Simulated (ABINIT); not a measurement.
**How far to go with the SCF threshold: InP (R3m, 2 atoms in the cell)**

```
InP
1.0
    0.00000     2.92619     2.92619
    2.92619     0.00000     2.92619
    2.92619     2.92619     0.00000
In P
1 1
Direct
  0.00493   0.00493   0.00493
  0.25000   0.25000   0.25000
```

Computed with LDA (PW92), norm-conserving pseudopotentials (PseudoDojo nc-sr-04 LDA standard) (plane waves; ABINIT).

Base settings: pseudos = [In.upf, P.upf]; ecut = 70 Ry; occopt = 3; tsmear = 0.00073499 Ha; ngkpt = 4 4 4; nshiftk = 1; shiftk = 0 0 0; potentials = PseudoDojo nc-sr-04 LDA standard; nband = 14; kptopt = 1.

The mesh stays at the base's, so the ladder's end is converged at best in this setting alone.

Only quantities that move along the ladder and can be compared are tabulated.

The count of work is k-points × plane waves × bands × iterations; it is no time. Core times come from one kind of shared machine, to one figure; runs under 30 s give none.

The starting cell has typed, rounded lattice constants, without a prior relaxation at this level. Its lattice was rescaled by up to half a per cent. One atom was moved a little off its site on purpose.

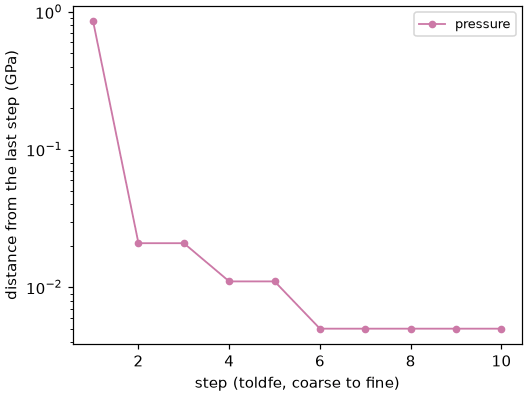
Distance from the last step along the ladder; very small values are drawn at a floor.

| toldfe | pressure (GPa) | largest difference of a force vector from the last step's (eV/Å) | count of work / last | core time / last (rough) |
|---|---|---|---|---|
| 0.0037 Ha | 0.05 | 0.012 | 0.18 | – |
| 0.00037 Ha | -0.83 | 0.002 | 0.23 | – |
| 3.7e-05 Ha | -0.83 | 0.002 | 0.23 | – |
| 3.7e-06 Ha | -0.80 | 0.000 | 0.32 | – |
| 3.7e-07 Ha | -0.80 | 0.000 | 0.32 | – |
| 3.7e-08 Ha | -0.81 | 0.000 | 0.36 | – |
| 3.7e-09 Ha | -0.81 | 0.000 | 0.41 | – |
| 1e-09 Ha | -0.81 | 0.000 | 0.45 | 0.7 |
| 3.7e-10 Ha | -0.81 | 0.000 | 0.45 | 0.5 |
| 3.7e-12 Ha | -0.81 | 0.000 | 0.50 | – |
| 3.7e-14 Ha | -0.81 | 0.000 | 1.0 | 1 |

Coarsest toldfe that holds the forces within 0.005 eV/Å of the last step, with all finer ones: 0.00037 Ha, at 0.23 of the last step's count of work; the step before is off by 0.012 eV/Å.

Coarsest toldfe that holds the pressure within 0.1 GPa of the last step, with all finer ones: 0.00037 Ha, at 0.23 of the last step's count of work; the step before is off by 0.86 GPa.
